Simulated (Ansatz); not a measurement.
## GeH$_{4}$OF: nudged elastic band (part 1 of 2)

System: GeH$_{4}$OF, multiplicity 2.
Method: UKS B3LYP-D4/def2-SVP (Ansatz 0.2.0).

The run did not end well. It belongs to a series of runs on one base structure; here: band between the two ends.

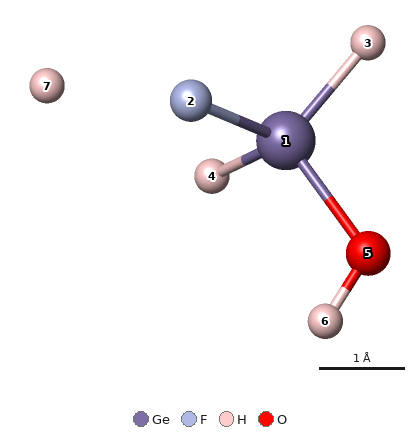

**Figure 1.** The input geometry (ball-and-stick view, seen at a tilt; atoms are numbered from 1 in the order of the input). Sticks mark near contacts. Bond lengths as drawn: F–Ge 1.75 Å, Ge–H 1.53 to 1.54 Å, Ge–O 1.77 Å and H–O 0.97 Å.

Input file
```yaml
crystal:
  periodic: [false, false, false]
  atoms:
    - { symbol: Ge, position_ang: [0.047365, -0.01713, -0.150725] }
    - { symbol: F, position_ang: [0.201872, 0.122566, 1.58658] }
    - { symbol: H, position_ang: [1.454767, -0.019561, -0.750123] }
    - { symbol: H, position_ang: [-0.894922, 1.127031, -0.566451] }
    - { symbol: O, position_ang: [-0.633985, -1.610185, -0.510739] }
    - { symbol: H, position_ang: [-1.539028, -1.725669, -0.191421] }
    - { symbol: H, position_ang: [-0.026469, 0.033448, 4.224079] }
magnetization:
  spin_polarized: true
  initial_magnetization: 1
basis:
  gaussian: { orbitals: def2-SVP }
hamiltonian:
  xc: b3lyp
  dispersion: d4
neb:
  order_check: false
  images: 7
  f_tol: 0.05
  max_iterations: 60
  optimiser: fire
  climbing: true
  final_atoms:
    - { symbol: Ge, position_ang: [-0.14625535, 0.47006058, -0.2367048] }
    - { symbol: F, position_ang: [0.38943223, -0.18382893, 2.71587711] }
    - { symbol: H, position_ang: [1.39865903, 0.35861711, -0.28887797] }
    - { symbol: H, position_ang: [-0.78329721, 0.42195748, -1.66702418] }
    - { symbol: O, position_ang: [-0.6358994, -1.09744943, 0.57595629] }
    - { symbol: H, position_ang: [-1.57060167, -1.31790546, 0.45989318] }
    - { symbol: H, position_ang: [-0.04243763, -0.74095135, 2.08208038] }
  initial_path:
    images:
      - { positions_ang: [[0.047365, -0.01713, -0.150725], [0.201872, 0.122566, 1.58658], [1.454767, -0.019561, -0.750123], [-0.894922, 1.127031, -0.566451], [-0.633985, -1.610185, -0.510739], [-1.539028, -1.725669, -0.191421], [-0.026469, 0.033448, 4.224079]] }
      - { positions_ang: [[0.03476678, -0.01286896, -0.11334257], [0.15346454, 0.09197448, 1.67212795], [1.45495848, -0.01472756, -0.69407258], [-0.85518516, 1.16144078, -0.55316608], [-0.68554333, -1.56874777, -0.52942992], [-1.47685112, -1.77175212, -0.0961638], [-0.01601019, 0.02518115, 3.955247]] }
      - { positions_ang: [[0.02216856, -0.00860793, -0.07596014], [0.10505708, 0.06138297, 1.7576759], [1.45514996, -0.00989411, -0.63802216], [-0.81544831, 1.19585056, -0.53988116], [-0.73710165, -1.52731054, -0.54812084], [-1.41467425, -1.81783525, -0.0009066], [-0.00555139, 0.0169143, 3.68641499]] }
      - { positions_ang: [[0.00957035, -0.00434689, -0.0385777], [0.05664962, 0.03079145, 1.84322385], [1.45534143, -0.00506067, -0.58197174], [-0.77571147, 1.23026034, -0.52659624], [-0.78865998, -1.48587331, -0.56681176], [-1.35249737, -1.86391837, 0.09435061], [0.00490742, 0.00864744, 3.41758299]] }
      - { positions_ang: [[-0.00302787, -8.585e-05, -0.00119527], [0.00824216, 0.00019994, 1.9287718], [1.45553291, -0.00022722, -0.52592132], [-0.73597463, 1.26467012, -0.51331133], [-0.84021831, -1.44443608, -0.58550268], [-1.29032049, -1.9100015, 0.18960781], [0.01536623, 0.00038059, 3.14875099]] }
      - { positions_ang: [[-0.03883474, 0.11745076, -0.06007266], [0.10353968, -0.04580728, 2.12554813], [1.44131444, 0.08948386, -0.46666048], [-0.74780527, 1.05399196, -0.80173954], [-0.78913858, -1.35768941, -0.29513794], [-1.36039079, -1.76197749, 0.25717915], [0.00091526, -0.18495239, 2.88208333]] }
      - { positions_ang: [[-0.07464161, 0.23498736, -0.11895004], [0.1988372, -0.0918145, 2.32232445], [1.42709597, 0.17919494, -0.40739965], [-0.75963592, 0.8433138, -1.09016775], [-0.73805886, -1.27094275, -0.00477319], [-1.43046108, -1.61395348, 0.32475049], [-0.0135357, -0.37028538, 2.61541568]] }
      - { positions_ang: [[-0.11044848, 0.35252397, -0.17782742], [0.29413471, -0.13782171, 2.51910078], [1.4128775, 0.26890603, -0.34813881], [-0.77146657, 0.63263564, -1.37859597], [-0.68697913, -1.18419609, 0.28559155], [-1.50053138, -1.46592947, 0.39232184], [-0.02798666, -0.55561837, 2.34874803]] }
      - { positions_ang: [[-0.14625535, 0.47006058, -0.2367048], [0.38943223, -0.18382893, 2.71587711], [1.39865903, 0.35861711, -0.28887797], [-0.78329721, 0.42195748, -1.66702418], [-0.6358994, -1.09744943, 0.57595629], [-1.57060167, -1.31790546, 0.45989318], [-0.04243763, -0.74095135, 2.08208038]] }
```

Machine: 2 threads of Arm Neoverse V1, 24 GiB of memory available, shared host.

Command:
```bash
ansatz run input.yaml --threads 2 --pin off --max-ram 3072MiB --backend cpu --events-out ev --progress --plain --runs-dir out
```

The program's output
```
Engine: ansatz 0.2.0, aarch64-unknown-linux-gnu
Functional definition: B3LYP
  parameter a0 = 0.2
  parameter ax = 0.72
  parameter ac = 0.81
  exchange = (1 - a0 - ax)*slater_x + ax*b88_x + a0*exact_x
  correlation = (1 - ac)*vwn_rpa_c + ac*lyp_c
836 factors; integrals over basis functions are off by at most 3.4e-4 eV
mean field evaluation 1: about -61330.4400 eV, gradient 4.3e1 eV
mean field evaluation 2: about -61313.3121 eV, gradient 8.0e1 eV
mean field evaluation 4: about -61336.2658 eV, gradient 5.3e0 eV
mean field evaluation 8: about -61336.3606 eV, gradient 4.5e-2 eV
mean field -61336.36059463 eV, -2254.0696765743 hartree, gradient 3.6e-5 eV, S^2 0.750034; 0 other end points of the search recorded, 0 dependent functions left out
the calculation of the forces begins
reference -61336.36086581 eV, -2254.0696865399 hartree; 27, 26 occupied and 53, 54 virtual orbitals, 836 factors
838 factors; integrals over basis functions are off by at most 8.9e-4 eV
mean field evaluation 16: about -61331.7804 eV, gradient 4.0e1 eV
mean field evaluation 32: about -61337.0626 eV, gradient 3.7e-5 eV
mean field -61337.06264427 eV, -2254.0954764227 hartree, gradient 3.7e-5 eV, S^2 0.751462; 0 other end points of the search recorded, 0 dependent functions left out
[... from here on the field's lines of each further geometry are left out, up to the last ...]
NEB iter   1: max|band force component| = 1.639e2 eV/Å  barrier→ = 29.9633 eV  barrier← = 30.6738 eV  Δτ_max = 0.2000 Å  (244 SCF iters)
NEB iter   2: max|band force component| = 2.313e1 eV/Å  barrier→ = 2.6200 eV  barrier← = 3.3305 eV  Δτ_max = 0.2000 Å  (185 SCF iters)
NEB iter   3: max|band force component| = 4.289e0 eV/Å  barrier→ = 1.0953 eV  barrier← = 1.8058 eV  Δτ_max = 0.0172 Å  (204 SCF iters)
NEB iter   4: max|band force component| = 3.570e0 eV/Å  barrier→ = 1.0103 eV  barrier← = 1.7209 eV  Δτ_max = 0.0330 Å  (193 SCF iters)
NEB iter   5: max|band force component| = 2.399e0 eV/Å  barrier→ = 1.0013 eV  barrier← = 1.7119 eV  Δτ_max = 0.0437 Å  (200 SCF iters)
NEB iter   6: max|band force component| = 1.306e0 eV/Å  barrier→ = 0.9928 eV  barrier← = 1.7034 eV  Δτ_max = 0.0375 Å  (204 SCF iters)
NEB iter   7: max|band force component| = 4.951e0 eV/Å  barrier→ = 0.9820 eV  barrier← = 1.6925 eV  Δτ_max = 0.0053 Å  (201 SCF iters)
NEB iter   8: max|band force component| = 4.192e0 eV/Å  barrier→ = 0.9811 eV  barrier← = 1.6917 eV  Δτ_max = 0.0098 Å  (160 SCF iters)
NEB iter   9: max|band force component| = 2.931e0 eV/Å  barrier→ = 0.9796 eV  barrier← = 1.6902 eV  Δτ_max = 0.0128 Å  (165 SCF iters)
NEB iter  10: max|band force component| = 1.522e0 eV/Å  barrier→ = 0.9777 eV  barrier← = 1.6882 eV  Δτ_max = 0.0138 Å  (173 SCF iters)
NEB iter  11: max|band force component| = 1.197e0 eV/Å  barrier→ = 0.9756 eV  barrier← = 1.6861 eV  Δτ_max = 0.0128 Å  (176 SCF iters)
NEB iter  12: max|band force component| = 1.178e0 eV/Å  barrier→ = 0.9734 eV  barrier← = 1.6839 eV  Δτ_max = 0.0011 Å  (177 SCF iters)
NEB iter  13: max|band force component| = 1.176e0 eV/Å  barrier→ = 0.9730 eV  barrier← = 1.6835 eV  Δτ_max = 0.0022 Å  (151 SCF iters)
NEB iter  14: max|band force component| = 1.171e0 eV/Å  barrier→ = 0.9722 eV  barrier← = 1.6827 eV  Δτ_max = 0.0033 Å  (156 SCF iters)
NEB iter  15: max|band force component| = 1.164e0 eV/Å  barrier→ = 0.9711 eV  barrier← = 1.6816 eV  Δτ_max = 0.0044 Å  (163 SCF iters)
NEB iter  16: max|band force component| = 1.154e0 eV/Å  barrier→ = 0.9696 eV  barrier← = 1.6801 eV  Δτ_max = 0.0055 Å  (168 SCF iters)
NEB iter  17: max|band force component| = 1.142e0 eV/Å  barrier→ = 0.9678 eV  barrier← = 1.6783 eV  Δτ_max = 0.0066 Å  (168 SCF iters)
NEB iter  18: max|band force component| = 1.126e0 eV/Å  barrier→ = 0.9656 eV  barrier← = 1.6762 eV  Δτ_max = 0.0086 Å  (175 SCF iters)
NEB iter  19: max|band force component| = 1.105e0 eV/Å  barrier→ = 0.9629 eV  barrier← = 1.6735 eV  Δτ_max = 0.0109 Å  (177 SCF iters)
NEB iter  20: max|band force component| = 1.078e0 eV/Å  barrier→ = 0.9596 eV  barrier← = 1.6701 eV  Δτ_max = 0.0138 Å  (180 SCF iters)
NEB iter  21: max|band force component| = 1.044e0 eV/Å  barrier→ = 0.9554 eV  barrier← = 1.6660 eV  Δτ_max = 0.0172 Å  (183 SCF iters)
NEB iter  22: max|band force component| = 1.001e0 eV/Å  barrier→ = 0.9504 eV  barrier← = 1.6609 eV  Δτ_max = 0.0213 Å  (188 SCF iters)
NEB iter  23: max|band force component| = 9.496e-1 eV/Å  barrier→ = 0.9441 eV  barrier← = 1.6546 eV  Δτ_max = 0.0262 Å  (186 SCF iters)
NEB iter  24: max|band force component| = 9.374e-1 eV/Å  barrier→ = 0.9361 eV  barrier← = 1.6466 eV  Δτ_max = 0.0319 Å  (187 SCF iters)
NEB iter  25: max|band force component| = 9.487e-1 eV/Å  barrier→ = 0.9257 eV  barrier← = 1.6362 eV  Δτ_max = 0.0382 Å  (189 SCF iters)
NEB iter  26: max|band force component| = 9.736e-1 eV/Å  barrier→ = 0.9116 eV  barrier← = 1.6222 eV  Δτ_max = 0.0477 Å  (191 SCF iters)
NEB iter  27: max|band force component| = 1.013e0 eV/Å  barrier→ = 0.8920 eV  barrier← = 1.6026 eV  Δτ_max = 0.0055 Å  (191 SCF iters)
NEB iter  28: max|band force component| = 1.021e0 eV/Å  barrier→ = 0.8865 eV  barrier← = 1.5971 eV  Δτ_max = 0.0111 Å  (161 SCF iters)
NEB iter  29: max|band force component| = 1.034e0 eV/Å  barrier→ = 0.8756 eV  barrier← = 1.5861 eV  Δτ_max = 0.0167 Å  (171 SCF iters)
NEB iter  30: max|band force component| = 1.051e0 eV/Å  barrier→ = 0.8592 eV  barrier← = 1.5697 eV  Δτ_max = 0.0223 Å  (173 SCF iters)
NEB iter  31: max|band force component| = 1.069e0 eV/Å  barrier→ = 0.8375 eV  barrier← = 1.5481 eV  Δτ_max = 0.0280 Å  (173 SCF iters)
NEB iter  32: max|band force component| = 1.084e0 eV/Å  barrier→ = 0.8113 eV  barrier← = 1.5218 eV  Δτ_max = 0.0338 Å  (178 SCF iters)
NEB iter  33: max|band force component| = 1.089e0 eV/Å  barrier→ = 0.7815 eV  barrier← = 1.4921 eV  Δτ_max = 0.0440 Å  (179 SCF iters)
NEB iter  34: max|band force component| = 1.079e0 eV/Å  barrier→ = 0.7469 eV  barrier← = 1.4574 eV  Δτ_max = 0.0565 Å  (184 SCF iters)
NEB iter  35: max|band force component| = 1.044e0 eV/Å  barrier→ = 0.7107 eV  barrier← = 1.4213 eV  Δτ_max = 0.0713 Å  (190 SCF iters)
NEB iter  36: max|band force component| = 9.717e-1 eV/Å  barrier→ = 0.6801 eV  barrier← = 1.3906 eV  Δτ_max = 0.0879 Å  (185 SCF iters)
NEB iter  37: max|band force component| = 8.447e-1 eV/Å  barrier→ = 0.6665 eV  barrier← = 1.3770 eV  Δτ_max = 0.0101 Å  (186 SCF iters)
NEB iter  38: max|band force component| = 8.177e-1 eV/Å  barrier→ = 0.6751 eV  barrier← = 1.3856 eV  Δτ_max = 0.0201 Å  (162 SCF iters)
NEB iter  39: max|band force component| = 7.618e-1 eV/Å  barrier→ = 0.6927 eV  barrier← = 1.4033 eV  Δτ_max = 0.0297 Å  (175 SCF iters)
NEB iter  40: max|band force component| = 7.463e-1 eV/Å  barrier→ = 0.7193 eV  barrier← = 1.4298 eV  Δτ_max = 0.0387 Å  (179 SCF iters)
NEB iter  41: max|band force component| = 7.380e-1 eV/Å  barrier→ = 0.7540 eV  barrier← = 1.4645 eV  Δτ_max = 0.0471 Å  (183 SCF iters)
NEB iter  42: max|band force component| = 7.147e-1 eV/Å  barrier→ = 0.7951 eV  barrier← = 1.5057 eV  Δτ_max = 0.0548 Å  (185 SCF iters)
NEB iter  43: max|band force component| = 7.847e-1 eV/Å  barrier→ = 0.8407 eV  barrier← = 1.5512 eV  Δτ_max = 0.0691 Å  (190 SCF iters)
NEB iter  44: max|band force component| = 8.611e-1 eV/Å  barrier→ = 0.8914 eV  barrier← = 1.6019 eV  Δτ_max = 0.0863 Å  (190 SCF iters)
NEB iter  45: max|band force component| = 1.015e0 eV/Å  barrier→ = 0.9379 eV  barrier← = 1.6485 eV  Δτ_max = 0.1080 Å  (191 SCF iters)
NEB iter  46: max|band force component| = 1.268e0 eV/Å  barrier→ = 0.9602 eV  barrier← = 1.6707 eV  Δτ_max = 0.1508 Å  (194 SCF iters)
NEB iter  47: max|band force component| = 1.366e0 eV/Å  barrier→ = 0.9284 eV  barrier← = 1.6389 eV  Δτ_max = 0.2000 Å  (196 SCF iters)
NEB iter  48: max|band force component| = 1.077e0 eV/Å  barrier→ = 0.8172 eV  barrier← = 1.5278 eV  Δτ_max = 0.0322 Å  (199 SCF iters)
NEB iter  49: max|band force component| = 6.061e-1 eV/Å  barrier→ = 0.7407 eV  barrier← = 1.4513 eV  Δτ_max = 0.0434 Å  (186 SCF iters)
NEB iter  50: max|band force component| = 8.988e-1 eV/Å  barrier→ = 0.6140 eV  barrier← = 1.3246 eV  Δτ_max = 0.0255 Å  (192 SCF iters)
NEB iter  51: max|band force component| = 1.040e0 eV/Å  barrier→ = 0.5836 eV  barrier← = 1.2941 eV  Δτ_max = 0.0295 Å  (188 SCF iters)
NEB iter  52: max|band force component| = 1.631e0 eV/Å  barrier→ = 0.5604 eV  barrier← = 1.2709 eV  Δτ_max = 0.0138 Å  (186 SCF iters)
NEB iter  53: max|band force component| = 6.483e-1 eV/Å  barrier→ = 0.5510 eV  barrier← = 1.2615 eV  Δτ_max = 0.0191 Å  (181 SCF iters)
NEB iter  54: max|band force component| = 1.220e0 eV/Å  barrier→ = 0.5398 eV  barrier← = 1.2503 eV  Δτ_max = 0.0021 Å  (188 SCF iters)
NEB iter  55: max|band force component| = 9.822e-1 eV/Å  barrier→ = 0.5379 eV  barrier← = 1.2485 eV  Δτ_max = 0.0038 Å  (150 SCF iters)
NEB iter  56: max|band force component| = 6.611e-1 eV/Å  barrier→ = 0.5345 eV  barrier← = 1.2450 eV  Δτ_max = 0.0047 Å  (159 SCF iters)
NEB iter  57: max|band force component| = 6.601e-1 eV/Å  barrier→ = 0.5299 eV  barrier← = 1.2404 eV  Δτ_max = 0.0048 Å  (166 SCF iters)
NEB iter  58: max|band force component| = 6.593e-1 eV/Å  barrier→ = 0.5243 eV  barrier← = 1.2348 eV  Δτ_max = 0.0060 Å  (162 SCF iters)
NEB iter  59: max|band force component| = 6.587e-1 eV/Å  barrier→ = 0.5175 eV  barrier← = 1.2281 eV  Δτ_max = 0.0071 Å  (164 SCF iters)
the calculation of the forces begins
reference -61336.68392611 eV, -2254.0815587871 hartree; 27, 26 occupied and 53, 54 virtual orbitals, 839 factors
these checks for a lower state are left out or cut short: starts, cluster_reference, orbital_swaps, neighbouring_geometries, increment
838 factors; integrals over basis functions are off by at most 8.7e-4 eV
mean field -61336.92337355 eV, -2254.0903583179 hartree, gradient 3.1e-5 eV, S^2 0.751517; 0 other end points of the search recorded, 0 dependent functions left out
the calculation of the forces begins
reference -61336.92358724 eV, -2254.0903661712 hartree; 27, 26 occupied and 53, 54 virtual orbitals, 838 factors
NEB iter  60: max|band force component| = 6.582e-1 eV/Å  barrier→ = 0.5096 eV  barrier← = 1.2202 eV  Δτ_max = 0.0090 Å  (164 SCF iters)
```
